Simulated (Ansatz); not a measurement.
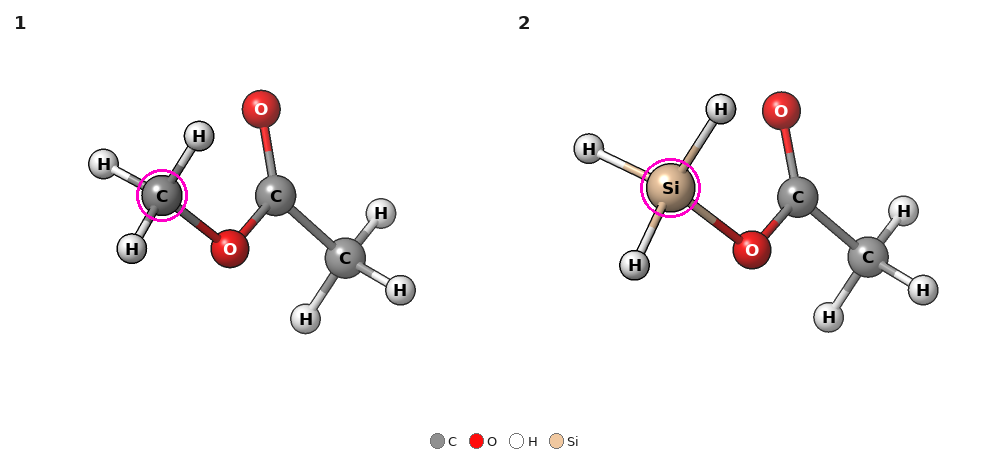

2 molecules with one skeleton, seen from the same side and at one scale; the atom that differs is circled. Charge 0, singlet. Computed geometries: PBE0-D4/def2-TZVP optimisations, one conformation each. Properties computed with Ansatz 0.2.0.

One atom differs, called X below: C in panel 1, Si in panel 2. Their formulas are C3H6O2 (`COC(C)=O`), C2H6O2Si (`CC(=O)O[SiH3]`).

> In which is the mean length of X–H larger (PBE0-D4/def2-TZVP)?

In panel 2 (X = Si).

> In which is the length of X–O larger (PBE0-D4/def2-TZVP)?

In panel 2 (X = Si).

Give the values. With PBE0-D4/def2-TZVP: mean length of X–H (Å), length of X–O (Å), smallest angle O–X–H (°), largest angle O–X–H (°), dipole moment (D), harmonic zero-point energy (kJ/mol). With ωB97M-V/def2-SVP: HOMO energy (Kohn–Sham orbital) (eV), HOMO–LUMO gap (eV).

```csv
quantity,1 (C),2 (Si),2 − 1
mean length of X–H (Å),1.090,1.480,+0.390
length of X–O (Å),1.423,1.694,+0.271
smallest angle O–X–H (°),105.9,102.6,−3.3
largest angle O–X–H (°),110.7,110.7,0.0
HOMO energy (Kohn–Sham orbital) (eV),−10.25,−10.61,−0.36
HOMO–LUMO gap (eV),13.20,13.03,−0.17
dipole moment (D),1.90,1.82,−0.08
harmonic zero-point energy (kJ/mol),236.0,202.7,−33.3
```
